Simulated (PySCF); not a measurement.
System: C$_{2}$H$_{2}$O$_{2}$.

```xyz
6

O     1.2695    0.2061    1.1470
C     0.7559    0.0115    0.0806
C    -0.7548   -0.0089   -0.0882
O    -1.2684   -0.2144   -1.1525
H     1.3268   -0.1692   -0.8639
H    -1.3258    0.1812    0.8545
```

Geometry: PBE0-D3(BJ)/def2-SVP.

The calculation used PBE0/pcSseg-1, SCF density, gas phase, non-relativistic in PySCF.

**What can the converged electron density and electron localisation function tell about the bonding?**

C–O (1.20 Å): ρ at the midpoint is about 3.4 e/Å³; the ELF peaks at about 0.85 between the atoms; a short, multiple covalent bond.
C–C (1.52 Å): ρ is about 1.7 e/Å³ halfway; the ELF peaks at about 0.95 between the atoms, as expected for a covalent bond.
C–H (1.12 Å): ρ at the midpoint is about 2 e/Å³; the ELF climbs to about 1 towards the hydrogen, as it does in any bond to H: an ordinary covalent bond to hydrogen.

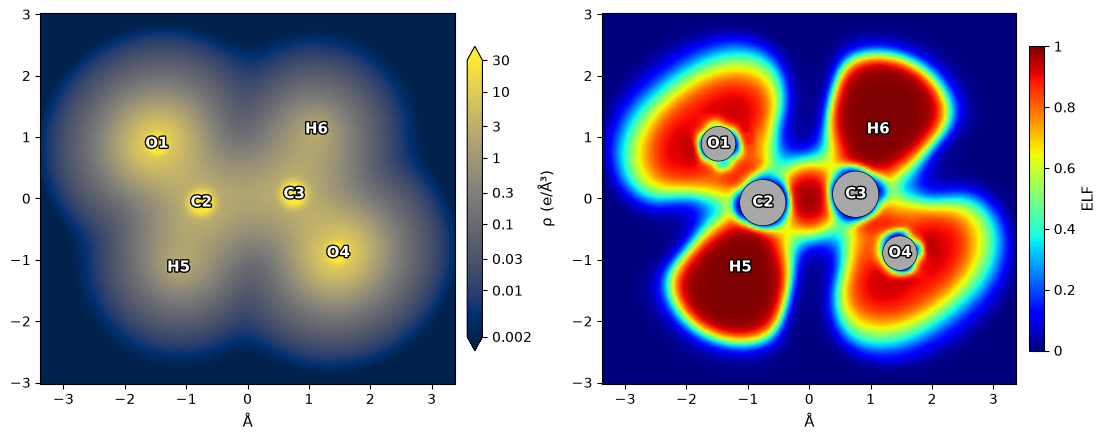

Computed electron density and electron localisation function on the molecular plane, in this order. Grey discs cover the atomic cores in the ELF map. 
